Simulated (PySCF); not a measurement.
Molecule: Zn(OH)(GeH3), SMILES [GeH3][Zn][OH] (H4GeOZn). Atoms near the plane z = 0.0 Å, at the PBE0/def2-SVP optimised geometry (x, y, z in Å): Zn1 (-0.3, 0.0, 0.0), O2 (-2.1, 0.1, 0.0), H3 (-2.6, -0.7, 0.0), Ge4 (2.0, 0.0, 0.0), H5 (2.6, 1.2, -0.6), H7 (2.6, -1.2, -0.8).

Method: PBE0/def2-TZVP run with PySCF. Cells within 0.4 Å of a nucleus heavier than hydrogen are left out (blank, or x). The values are rescaled to run from 0 to 1.

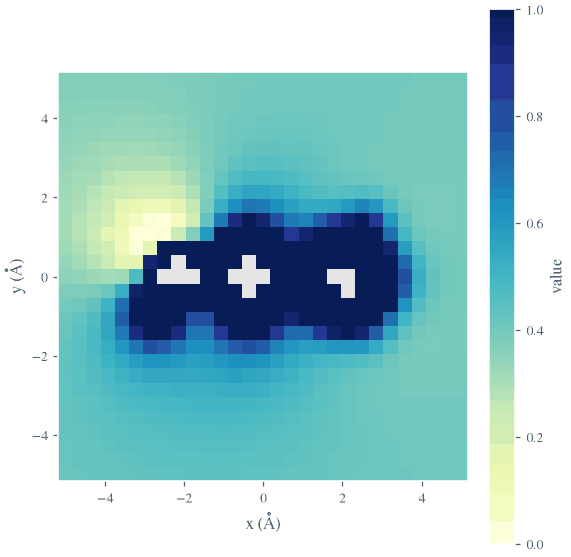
Figure: a field on the plane z = 0.0 Å.

Q: Which quantity is mapped?
A. electrostatic potential
B. an orbital amplitude
C. electron localisation function
D. Laplacian of the electron density

A: A, electrostatic potential. In full: electrostatic potential (hartree/e), clipped to [-0.08, 0.12].
